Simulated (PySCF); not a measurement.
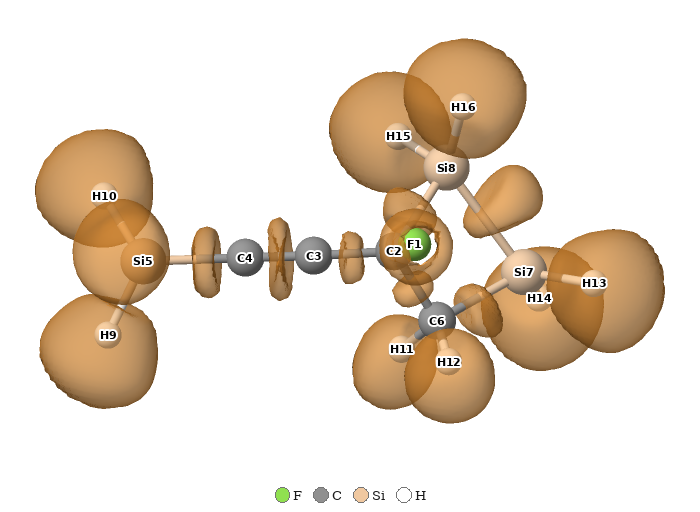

Figure. C4H8FSi3 (SMILES F[C@]1(C#C[SiH2])C[SiH2][SiH2]1) (doublet). Isosurface of the electron localisation function at 0.85 (orange), seen across its widest extent. Core shells and regions of very low density are left out.

Geometry: GFN2-xTB.

All numbers below come from UKS B3LYP, pcH-1 on C F H Si, non-relativistic, mean-field spin-orbit, GIAO in PySCF.

```
atom    x (Å)    y (Å)    z (Å)
   F  -1.1024  -0.6307   1.7469
   C  -0.4766  -0.2771   0.5222
   C   0.8972   0.0242   0.7485
   C   2.0873   0.2629   0.8594
  Si   3.8199   0.6053   1.2046
   C  -1.2921   0.8829  -0.1004
  Si  -2.4364  -0.0807  -1.3105
  Si  -0.9000  -1.7391  -0.7310
   H   4.2267   1.9929   1.3202
   H   4.8064  -0.3489   0.7342
   H  -0.6162   1.5669  -0.6146
   H  -1.7859   1.4558   0.6838
   H  -3.8223  -0.1677  -0.8382
   H  -2.4661   0.5094  -2.6547
   H   0.2492  -2.0108  -1.6026
   H  -1.1962  -2.9591   0.0209
```

**What do the ELF domains correspond to?**

At this value the surface marks out three regions between bonded C–C atoms (shared pairs), three regions between bonded C–Si atoms (shared pairs), one region between bonded Si–Si atoms (shared pairs), eight regions around hydrogen nuclei, one lobe on Si, pointing away from the bonds (non-bonding electrons) and one region wrapped around F (its lone pairs, merged into a ring or cap).

Values along the shortest contacts:
C–C (1.22 Å): the ELF peaks at about 0.85 between the atoms: a multiple bond. C–F (1.42 Å): the ELF peaks at about 0.80 between the atoms; a shared but strongly polarised pair.
